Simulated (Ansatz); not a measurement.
# Sensitivity of the G0W0 gap of BiAs (buckled honeycomb monolayer)

A base run on BiAs (buckled honeycomb monolayer), then changed inputs.

Method: G0W0 on PBEsol, plane waves, PAW; PAW set soft_1, in Ansatz 0.2.0.

**1. The structure**

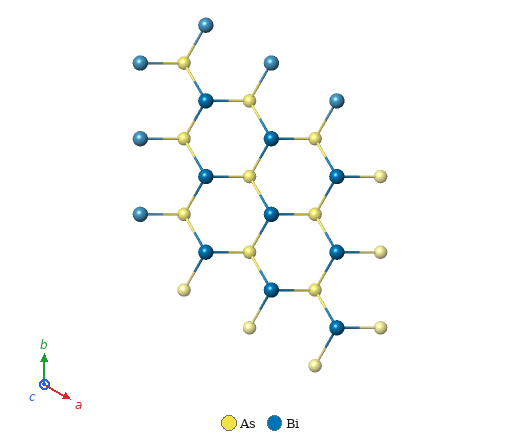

The starting structure, seen from above (arsenic yellow, bismuth blue). 3×3×1 cells are drawn. Some periodic images of atoms are drawn too.

The cell holds 2 atoms: 1 As and 1 Bi. Cell: a = 3.930 Å, b = 3.930 Å, c = 26.300 Å, α = 90.0°, β = 90.0°, γ = 120.0°. Vacuum lies along c.

The structure was relaxed with PBEsol. The runs that relaxed it are not among those shown. Spin-orbit coupling is left out unless a step names it. The Coulomb interaction is cut off across the vacuum.

**2. The base run: 6×6×1 mesh, 317 empty bands, screening to 54 eV, PAW set soft_1 files**

Now the one-shot GW correction: screening in the RPA, then the self-energy of the levels asked for. This step takes PAW set soft_1 files.

input.yaml

```yaml
crystal:
  lattice:
    - [3.9304314177, 0.0, 0.0]
    - [-1.9652157088, 3.4038534556, 0.0]
    - [0.0, 0.0, 26.3]
  atoms:
    - { symbol: As, position: [0.3333333333, 0.6666666667, 0.4706278333] }
    - { symbol: Bi, position: [0.6666666667, 0.3333333333, 0.5293721667] }
  periodic: [true, true, false]
kpoints:
  mp_grid: { grid: [6, 6, 1] }
hamiltonian:
  xc: pbesol
  pseudopotentials: { kind: paw, azcp: { folder: soft_1 }, xc_functional: pbe }
scf:
  occupations: { method: fixed }
gw:
  n_empty_bands: 317
  ecut_chi: 54.0
  qp_bands: [v2, c2]
  qp_kpoints: band_edges
  screening: { model: contour_deformation }
```

Run with:

```sh
ansatz run input.yaml --threads 4 --pin off --max-ram 17510MiB --backend cpu --events-out ev --progress --plain --runs-dir out
```

Numbers of over 12 decimals in the logs are rounded to 6 here.

The log of the run:

```text
Engine: ansatz 0.2.0, x86_64-unknown-linux-gnu
Pseudopotentials: kind: paw
Pseudopotential: As, paw, valence charge 15, recommended cutoff 420 eV (normal), soft_1/As.paw.azcp
Pseudopotential: Bi, paw, valence charge 15, recommended cutoff 420 eV (normal), soft_1/Bi.paw.azcp
Functional definition: PBEsol
  exchange = pbesol_x
  correlation = pbesol_c
Crystal: 2 atoms, lattice volume = 351.858 Å³
Basis set: ecut = 420 eV, 6951 PW (Γ)
Bands: 19, of which v1, the nominal top of the filled ones, is band 15 counted from 1 (14 counted from 0)
Symmetry: 6 space group operations
Space group: P3m1 (ITA 156), of the structure as read, at distance tolerance 7.1e-5 Å
k-points: 7 of 36 (time reversal used)
Non-local potential: As, projectors of the file, l = 0: 2, l = 1: 2, l = 2: 3, l = 3: 1
Non-local potential: Bi, projectors of the file, l = 0: 2, l = 1: 2, l = 2: 2, l = 3: 1
PAW form: soft (Blöchl's): semilocal exchange-correlation on the pseudo side does not see the compensation charge
PAW frozen core: As, regenerated for the run's functional, and the local potential with it (the file was generated under x = pbe(κ = 0.804, μ = 0.219515), c = pbe(β = 0.066725))
PAW frozen core: Bi, regenerated for the run's functional, and the local potential with it (the file was generated under x = pbe(κ = 0.804, μ = 0.219515), c = pbe(β = 0.066725))
PAW one-centre angular grid: As, 590 points (default); XC on 64 Gauss nodes
PAW one-centre angular grid: Bi, 590 points (default); XC on 64 Gauss nodes
Initial density: superposition of atomic densities (neutral atoms: chi_scale 0, normalization atom)
Initial wavefunctions: pseudopotential atomic-orbital guess
Functional: x = pbesol(κ = 0.804, μ = 0.123457), c = pbesol(β = 0.046)
SCF iter   1: F=—  HF=-17057.313655 eV  |F-HF|=—  |Δ(HF+E_count)|=         —  Δρ=1.10e-2  dr2=1.69e0  ethr=3.10e-3  ⟨swp⟩=7.0  Hψ=736  notcnv=0  defer=11
preconditioner: auto → none  [insulator: Δε(μ)=1.419 eV  Ē_g=9.051 eV  n_scr=14 (ndim 8)  ℏωp=6.3 eV  f_vac=0.769  ε∞_Penn≈1.5]
SCF iter   2: F=—  HF=-17058.833691 eV  |F-HF|=—  |Δ(HF+E_count)|=    1.52e0  Δρ=1.92e-2  dr2=1.71e1  ethr=3.10e-3  ⟨swp⟩=5.1  Hψ=377  notcnv=0  defer=13  recentre
SCF iter   3: F=—  HF=-17057.137641 eV  |F-HF|=—  |Δ(HF+E_count)|=    1.70e0  Δρ=6.86e-3  dr2=4.24e-1  ethr=3.10e-3  ⟨swp⟩=5.0  Hψ=455  notcnv=0  defer=13
SCF iter   4: F=—  HF=-17057.082011 eV  |F-HF|=—  |Δ(HF+E_count)|=   5.56e-2  Δρ=3.40e-3  dr2=3.53e-2  ethr=1.41e-3  ⟨swp⟩=2.9  Hψ=186  notcnv=0  defer=14
SCF iter   5: F=—  HF=-17057.077623 eV  |F-HF|=—  |Δ(HF+E_count)|=   4.39e-3  Δρ=5.51e-4  dr2=5.69e-3  ethr=1.18e-4  ⟨swp⟩=3.7  Hψ=265  notcnv=0  defer=13
SCF iter   6: F=—  HF=-17057.076512 eV  |F-HF|=—  |Δ(HF+E_count)|=   1.11e-3  Δρ=2.90e-4  dr2=3.67e-4  ethr=1.90e-5  ⟨swp⟩=4.4  Hψ=307  notcnv=0  defer=13
[...]
E_local      = -37045.641946  (includes V_loc(G=0)·N_el)
  E_nonlocal   = 18.477179
  E_hartree    = 18259.933814
  E_xc         = -218.948668
  E_vxc        = -202.698622  (∫ρ·V_xc dr)
  E_paw        = -12480.952056  (= ΣΔE_a)
  E_vpaw       = -409.435523  (= ΣTr[D̂ρ^β])
  E_aug_tail   = 0.000205  (compensation charges beyond the density's cutoff)
  E_ewald      = 14058.003040
  E_core_change = 1.056224  (= ΣΔE_core)
  E_smearing   = -0.000000  (= −TS)
  E_closure    = 0.000000  (closes the sum)
  Σ components = -17057.076472   (vs F -17057.076472, Δ=0.00e0)
--- Band table (eV; the first three rows and the last of 7) ---
  k-point 0: bands = [... 11 lower, -12.5388, -5.4840, -4.7687, -4.7687, -3.6508, -1.4669, -1.4669, -0.7589]
  k-point 1: bands = [... 11 lower, -12.5988, -6.7057, -5.3839, -5.3178, -3.0377, -1.5826 (-1.5825°), -1.0386, -0.3206]
  k-point 2: bands = [... 11 lower, -13.1743, -8.0511, -6.0884, -5.7854, -3.5322, -1.5203, -0.7853, 0.4926]
  k-point 6: bands = [... 11 lower, -14.5920, -8.5580, -6.8717, -6.7282, -3.1694, -1.3247, -0.7134, 2.2117]
  ° read free of the cell's end (the report's vacuum.weakly_bound_levels)
--- G₀W₀: contour deformation, 7 samples at zero and on the imaginary axis and 2 off it, 36 q-points, 317 empty bands' worth ---
  eigenvalues of the whole cell's RPA ε∞ on this k-mesh (on a slab, of 1 + 4πα/V) = 1.1551, 6.0422, 6.0422; static W/v taken at q = 0 is 0.392688
  gw.qp_kpoints: band_edges: 6 of 7 stored k-points solved, in 1 pass; an edge of the gap read off the rows below is read off those points alone
    valence top: of the k-points left out ik 4 came nearest to being solved in a further pass, in band 15 (counted from 1, as in the quasiparticle table): it holds the edge there only if its correction is more favourable than any solved in that band by at least 0.635 eV; those differ by 0.171 eV
    conduction bottom: of the k-points left out ik 4 came nearest to being solved in a further pass, in band 16 (counted from 1, as in the quasiparticle table): it holds the edge there only if its correction is more favourable than any solved in that band by at least 0.880 eV; those differ by 0.134 eV
    ik  band        ε_KS         Σx   Σc(E_QP)       V_xc       Z   E_QP_lin       E_QP  E_QP is
     0    14     -4.7687   -15.6059     0.9136   -14.5656  0.6910    -4.8964    -4.8955  root
     0    15     -4.7687   -15.6059     0.9136   -14.5656  0.6910    -4.8964    -4.8955  root
     0    16     -3.6508    -9.1025    -2.9286   -12.5416  0.7128    -3.1189    -3.1403  root
     0    17     -1.4669    -9.6090    -3.6471   -13.8308  0.6673    -0.8747    -0.8923  root
     1    14     -5.3839   -13.5642     1.3128   -11.9141  0.6784    -5.7300    -5.7213  root
     1    15     -5.3178   -15.4351     1.1037   -14.1660  0.6866    -5.4850    -5.4832  root
     1    16     -3.0377    -8.7731    -3.0416   -12.2966  0.7020    -2.5367    -2.5559  root
     1    17     -1.5826    -8.1423    -3.3642   -11.9820  0.7070    -1.0824    -1.1069  root
[...]
6    14     -6.8717   -14.9848     1.9781   -12.7530  0.6340    -7.1320    -7.1254  root
     6    15     -6.7282   -14.9004     1.7909   -12.8121  0.6585    -7.0332    -7.0255  root
     6    16     -3.1694    -7.4370    -3.0324   -10.8483  0.6990    -2.7796    -2.7905  root
     6    17     -1.3247    -7.3814    -3.7327   -11.5135  0.6538    -0.9127    -0.9254  root
[key lines of the parts left out:]
SCF converged after 10 iterations
Free energy (F): -17057.076472 eV
Fermi energy:    -4.768718 eV
```

Elapsed: 45 s, on 4 threads of Intel Xeon 6975P-C (Granite Rapids), shared host; peak memory 3.1 GiB.

Reading the cycles: dr2 is the Hartree energy of the density residual (eV), the measure of convergence; HF is the Harris–Foulkes estimate of the energy, which meets the free energy F at convergence.

This step gave:

| Property | Result |
| --- | --- |
| bands summed | 332 |
| plane waves in the screening matrix | 337 |
| q-points in the mesh | 36 |
| G0W0 gap on the mesh | 1.739 eV |
| k of the valence top | 0, 0, 0 |
| k of the conduction bottom | 0, 0.3333, 0 |
| starting gap on the mesh | 1.118 eV |
| Z at the valence top | 0.6910 |
| Z at the conduction bottom | 0.7051 |
| least direct G0W0 gap on the computed points | 1.755 eV |

The gap on the mesh goes from 1.12 eV to 1.74 eV, a correction of +0.62 eV, though a band edge has moved to another state.

**3. Variant: frequency model**

Changes to input.yaml since step 2:

```diff
@@ -21,2 +21,2 @@
   qp_kpoints: band_edges
-  screening: { model: contour_deformation }
+  screening: { model: godby_needs }
```

The log of the run:

```text
[...]
Crystal: 2 atoms, lattice volume = 351.858 Å³
Basis set: ecut = 420 eV, 6951 PW (Γ)
Bands: 19, of which v1, the nominal top of the filled ones, is band 15 counted from 1 (14 counted from 0)
[... 1 set-up line as in the run before ...]
[...]
k-points: 7 of 36 (time reversal used)
[...]
SCF iter   1: F=—  HF=-17057.313655 eV  |F-HF|=—  |Δ(HF+E_count)|=         —  Δρ=1.10e-2  dr2=1.69e0  ethr=3.10e-3  ⟨swp⟩=7.0  Hψ=736  notcnv=0  defer=11
[...]
SCF iter  10: F=-17057.076472 eV  HF=-17057.076472 eV  |F-HF|=2.81e-8  |Δ(HF+E_count)|=   1.53e-7  Δρ=1.37e-6  dr2=2.77e-8  ethr=3.33e-10  ⟨swp⟩=12.3  Hψ=887  notcnv=0
SCF 1 converged in 10 iterations: F = -17057.076472 eV  dr2 = 2.77e-8
[...]
NSCF: frozen V_eff on 7 k-points
G₀W₀ screening: q 1/7
[... further progress lines ...]
SCF converged after 10 iterations
Free energy (F): -17057.076472 eV
[...]
Internal energy: -17057.076472 eV  (E = F + TS)
E sigma→0 (E₀):  -17057.076472 eV
Fermi energy:    -4.768718 eV
[...]
--- Band table (eV; the first three rows and the last of 7) ---
  k-point 0: bands = [... 11 lower, -12.5388, -5.4840, -4.7687, -4.7687, -3.6508, -1.4669, -1.4669, -0.7589]
  k-point 1: bands = [... 11 lower, -12.5988, -6.7057, -5.3839, -5.3178, -3.0377, -1.5826 (-1.5825°), -1.0386, -0.3206]
  k-point 2: bands = [... 11 lower, -13.1743, -8.0511, -6.0884, -5.7854, -3.5322, -1.5203, -0.7853, 0.4926]
  k-point 6: bands = [... 11 lower, -14.5920, -8.5580, -6.8717, -6.7282, -3.1694, -1.3247, -0.7134, 2.2117]
  ° read free of the cell's end (the report's vacuum.weakly_bound_levels)
--- G₀W₀: ω_p = 31.0317 eV, 36 q-points, 317 empty bands' worth ---
[...]
GN-PPA: 2148306/3629323 pairs with Re ω̃² < 0 across q-mesh
[...]
0    14     -4.7687   -15.6059     0.8547   -14.5656  0.7643    -4.9547    -4.9543  root
     0    15     -4.7687   -15.6059     0.8547   -14.5656  0.7643    -4.9547    -4.9543  root
     0    16     -3.6508    -9.1025    -2.8858   -12.5416  0.7827    -3.0939    -3.0974  root
     0    17     -1.4669    -9.6090    -3.5451   -13.8308  0.7644    -0.7838    -0.7903  root
     1    14     -5.3839   -13.5642     1.1764   -11.9141  0.7661    -5.8602    -5.8576  root
     1    15     -5.3178   -15.4351     1.0279   -14.1660  0.7629    -5.5596    -5.5590  root
     1    16     -3.0377    -8.7731    -3.0066   -12.2966  0.7766    -2.5177    -2.5209  root
     1    17     -1.5826    -8.1423    -3.2862   -11.9820  0.7790    -1.0248    -1.0290  root
[...]
6    14     -6.8717   -14.9848     1.7928   -12.7530  0.7529    -7.3134    -7.3107  root
     6    15     -6.7282   -14.9004     1.6347   -12.8121  0.7573    -7.1846    -7.1818  root
     6    16     -3.1694    -7.4370    -3.0509   -10.8483  0.7748    -2.8074    -2.8090  root
     6    17     -1.3247    -7.3814    -3.6360   -11.5135  0.7686    -0.8250    -0.8286  root
```

Wall time 50 s (4 threads); peak memory 3 GiB.

The G0W0 gap on the mesh is 1.789 eV.

Against the base:

| setting | base | variant |
| --- | --- | --- |
| frequency model | contour deformation | plasmon pole |

| quantity | variant | base |
| --- | --- | --- |
| starting gap on the mesh | 1.118 | 1.118 |
| G0W0 gap on the mesh | 1.789 | 1.739 |
| least direct G0W0 gap on the computed points | 1.857 | 1.755 |
| Z at the valence top | 0.764 | 0.691 |
| Z at the conduction bottom | 0.779 | 0.705 |

**4. What came out**

| Quantity | Value |
| --- | --- |
| base | 1.74 eV, 45 s |
| frequency model | 1.79 eV, 50 s |

Frequency model: the gap moves by +0.05 eV. All runs here use a coarse mesh and modest cutoffs; they test settings and are not final values. Where an edge is built on 6p states of lead, bismuth or thallium, scalar-relativistic gaps usually stand too wide, by a few tenths to over one eV. The mesh in the plane is coarse for a sheet; gap and any exciton binding can still move on denser ones. The many-body steps are scalar-relativistic: spin-orbit coupling is not in them.

[Paths, hosts, dates, memory and timing lines, banners, echoed tables and standing remarks are left out of the program output.]

[Logs are printed without paths, hosts, clocks, repeated set-up lines and the standing remarks that a program may print on its own settings, such as how far it seeks lower states.]

[Runs of the session that timed out or met a known fault of the program may be left out.]

[Cells called generated may have been cut or substituted from an entry of the Crystallography Open Database or the Materials Project.]

[Hosts, paths, dates, database ids (printed as entryN), source tags and the programs' standing remarks are cut or masked in the printed files.]
